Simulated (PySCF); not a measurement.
Ge(F)3(Vi), SMILES [F][Ge]([F])([CH]=C)[F], singlet at its CAM-B3LYP/def2-SVP optimised geometry (Å):

```
9

C     -0.3784    -2.3873    -2.3136
C     -1.2572    -1.8357    -1.4772
Ge    -0.6206    -0.8229     0.0000
F     -1.0955     0.8229     0.0000
F     -1.0997    -1.4092     1.5366
F      1.0955    -0.8229     0.0000
H      0.7001    -2.2736    -2.1706
H     -0.7046    -2.9760    -3.1763
H     -2.3349    -1.9507    -1.6216
```

Calculation: CAM-B3LYP/def2-TZVP (PySCF 2.14.0).

Map of the log10 of the electron density (e/bohr³), floored at −4 on the plane z = 0.8 Å:

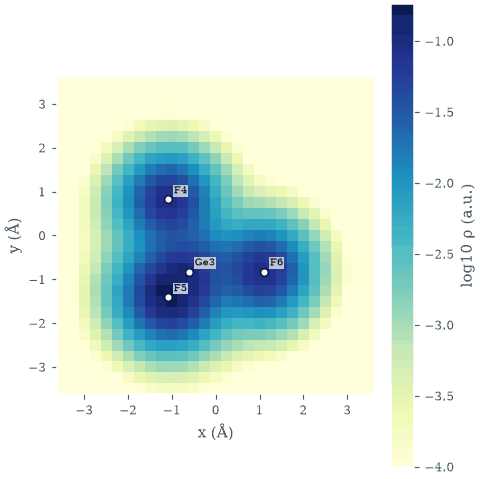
*Log10 of the electron density (e/bohr³), floored at −4 on the plane z = 0.8 Å.*
